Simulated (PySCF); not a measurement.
```xyz
17

C     2.2972   -1.6571   -0.1386
Si    1.6461    0.1035   -0.2984
Si   -0.4706    0.3186    0.6912
Si   -1.9481   -1.1664   -0.3612
Si   -1.2755    2.5027    0.4202
H     1.6050   -2.3736   -0.6068
H     2.4072   -1.9325    0.9214
H     3.2793   -1.7574   -0.6257
H     2.5944    1.0757    0.3333
H     1.5030    0.4823   -1.7411
H    -0.3959   -0.0152    2.1525
H    -3.3133   -1.1053    0.2463
H    -1.4456   -2.5733   -0.2643
H    -2.0512   -0.8024   -1.8091
H    -1.3627    2.8038   -1.0429
H    -2.6379    2.6514    1.0199
H    -0.3583    3.4963    1.0593
```

Geometry: PBE0-D3(BJ)/def2-SVP.

These are results of PySCF 2.14.0, PBE0/pcSseg-1, SCF density, gas phase, non-relativistic, not measurements.

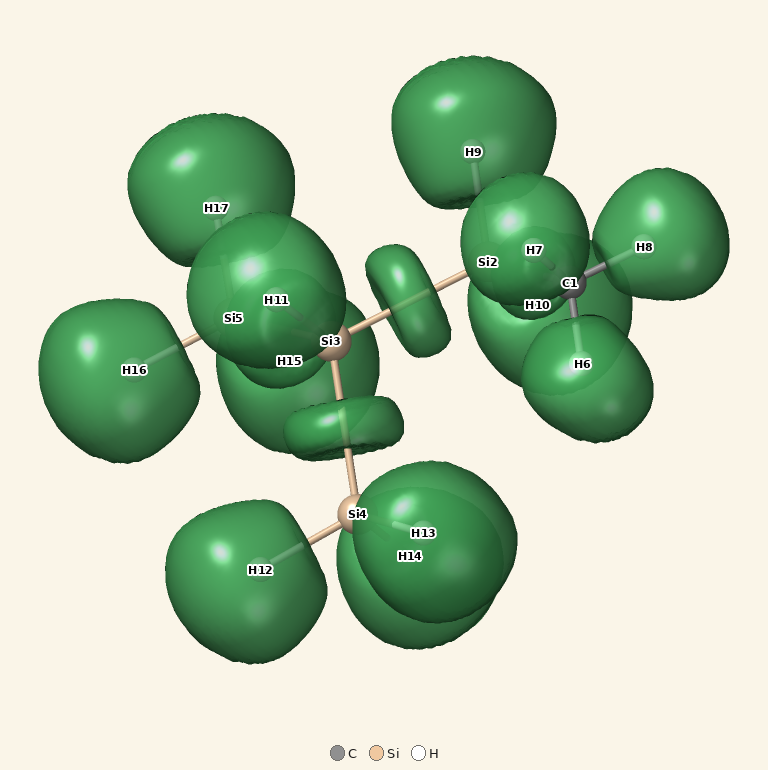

CH12Si4 (SMILES C[SiH2][SiH]([SiH3])[SiH3]). Isosurface of the electron localisation function at 0.8 (green), seen at a tilt. Core shells and regions of very low density are left out.

Identify the bonds, lone pairs and shells in this picture.

The surface consists of one region between bonded C–Si atoms (shared pairs), three regions between bonded Si–Si atoms (shared pairs) and twelve regions around hydrogen nuclei.

Values along the shortest contacts:
C–Si (1.88 Å): the ELF peaks at about 0.95 between the atoms: localised, covalent bonding. Si–Si (2.34 Å): the ELF peaks at about 1 between the atoms (a shared electron pair).
